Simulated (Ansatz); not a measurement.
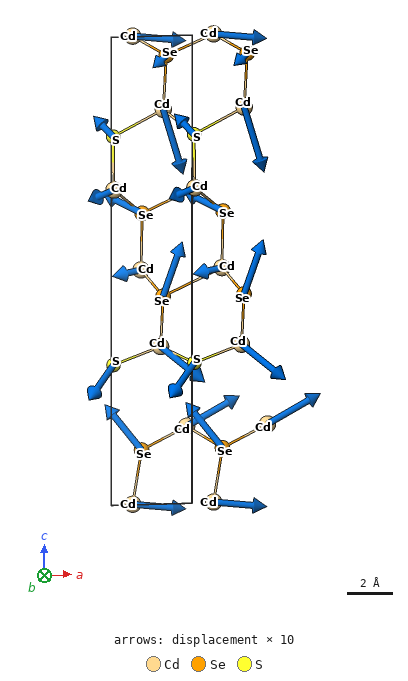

A relaxation of a crystal of Cd3Se2S (a generated structure, set up in P1) (coarse preliminary run). The starting structure is drawn; blue arrows show the displacements (the part carried along by the change of the cell is left out), 10 times their true length.

A ball-and-stick model of the cell of the calculation, repeated 2 × 1 × 1 with one cell outlined, seen along the b axis.

Computed with Ansatz 0.2.0, DFT PBE, scalar-relativistic, plane waves, PAW. Settings: plane-wave cutoff 420 eV; k-point mesh 6 × 6 × 1; occupations gaussian; smearing width 0.1 eV; no spin polarisation; cell and atoms relaxed; force threshold 0.025 eV/Å; at most 60 steps.

Question: What did the optimiser do to the structure, and how much energy did it gain?

Answer: The atom that moves furthest relative to the cell is a Cd atom (0.32 Å along [2 2 −1]). By element the largest moves are Cd 0.32 Å, S 0.27 Å, Se 0.27 Å. The drawn cell changes as follows: a 4.268 → 4.317 Å (+1.1 %), b 4.403 → 4.315 Å (−2.0 %), c 21.099 → 21.165 Å (+0.3 %), α 91.0° → 90.0°, β 88.1° → 90.0°, γ 121.3° → 120.0°; the volume changes by +0.8 %. Near-neighbour distances that change, for instance: Cd–Se 2.272 → 2.682 Å, Cd–Se 2.298 → 2.665 Å, Cd–S 2.285 → 2.608 Å, Cd–Se 2.341 → 2.663 Å. Among the angles between lasting bonds that change: Cd–Se–Cd 127.1° → 110.8°, Se–Cd–S 121.6° → 107.0°, Se–Cd–S 124.6° → 110.8°. The space group stays P1 (No. 1). The energy falls by 231 meV per atom in 4 accepted moves (5 points after the start). Largest force component: 4.7 eV/Å at the start, 0.0067 eV/Å at the end. The pressure goes from 3.93 to 0.00 GPa. At 1 point the geometry stayed and the basis and grid were re-selected for the new cell (energy shift of less than 0.05 meV per atom at most each time).
